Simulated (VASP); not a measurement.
Band structure of S (relaxed from the simple-cubic structure, space group Pm-3m). These are r2SCAN meta-GGA, VASP's PBE PAW potentials (set 64) (plane waves; VASP) values and carry that method's errors.

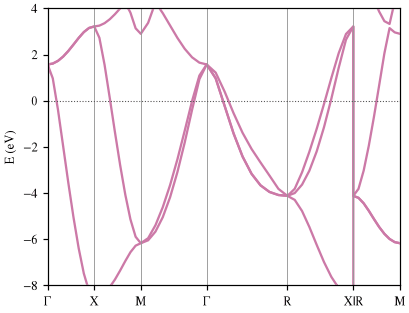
Fig. 1. Bands along high-symmetry lines, zero at the valence-band maximum or, without a gap, the Fermi level

**Question.** Read the plot: is there a gap, and where are the band edges?

**Answer.** It has no gap at this level: it comes out as a metal or semimetal.

The structure was generated: S was put into the simple-cubic type (Pm-3m), which need not be its known phase. It was relaxed first.
